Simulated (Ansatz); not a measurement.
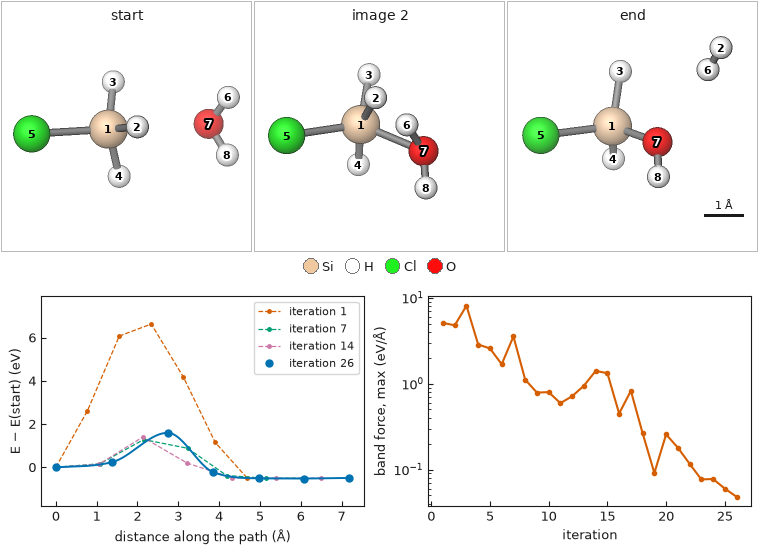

A search for the minimum-energy path of SiH₅OCl, made up of SiH3Cl and H₂O by the nudged elastic band. Images are numbered from 0 (start) to 6 (end). The plot follows the band through its iterations. Style: ball-and-stick. Shown at a tilt.

Level of theory: RKS PBE0-D4/def2-SVP (Ansatz).

Input
```yaml
crystal:
  periodic: [false, false, false]
  atoms:
    - {symbol: Si, position_ang: [-0.648437, -0.037553, -0.785477]}
    - {symbol: H, position_ang: [0.518586, 0.802131, -1.133535]}
    - {symbol: H, position_ang: [-0.294946, -1.459434, -0.605341]}
    - {symbol: H, position_ang: [-1.433675, 0.518714, 0.335597]}
    - {symbol: Cl, position_ang: [-1.898510, 0.035563, -2.441896]}
    - {symbol: H, position_ang: [1.866451, -0.355738, 1.254214]}
    - {symbol: O, position_ang: [0.943505, -0.159232, 1.433888]}
    - {symbol: H, position_ang: [0.947027, 0.655549, 1.942550]}
basis:
  gaussian: {orbitals: def2-SVP}
hamiltonian: {xc: pbe0, dispersion: d4}
neb:
  images: 5
  climbing: true
  max_iterations: 40
  initial_path: idpp
  final_atoms:
    - {symbol: Si, position_ang: [-1.142738, -0.191988, 0.146413]}
    - {symbol: H, position_ang: [3.088077, -0.429505, -1.057246]}
    - {symbol: H, position_ang: [-0.827217, -1.297403, -0.776262]}
    - {symbol: H, position_ang: [-2.011403, -0.612141, 1.269614]}
    - {symbol: Cl, position_ang: [-2.195624, 1.243272, -0.879426]}
    - {symbol: H, position_ang: [2.497748, -0.226120, -0.646588]}
    - {symbol: O, position_ang: [0.293566, 0.386057, 0.668163]}
    - {symbol: H, position_ang: [0.297590, 1.127828, 1.275332]}
```

Run as
```bash
ansatz run in.yaml --threads 2 --pin off --events-out ev --progress --plain --max-ram 4352MiB
```

### Judge this run.

The run is converged, with reservations. The band converged in 26 iterations. The largest component of the band force went from 5.1 to 0.048 eV/Å. The climbing image converged on the top of the path. Its curvatures weren't checked. The largest force component is 0.28 eV/Å at the start and 0.56 eV/Å at the end; an end with forces this large is no minimum, and the barrier measured from it can be far off. The first iteration put the highest image at 6.63 eV. Forward barrier 1.59 eV, backward barrier 2.09 eV, with image 2 at the top; the reaction energy is −0.50 eV. Image 5 lies below both ends, at −0.52 eV, so an end isn't at the bottom of its valley.

Limits of the set-up: the start holds two separate molecules, 2.7 Å apart at their closest, whose relative position is a soft coordinate.
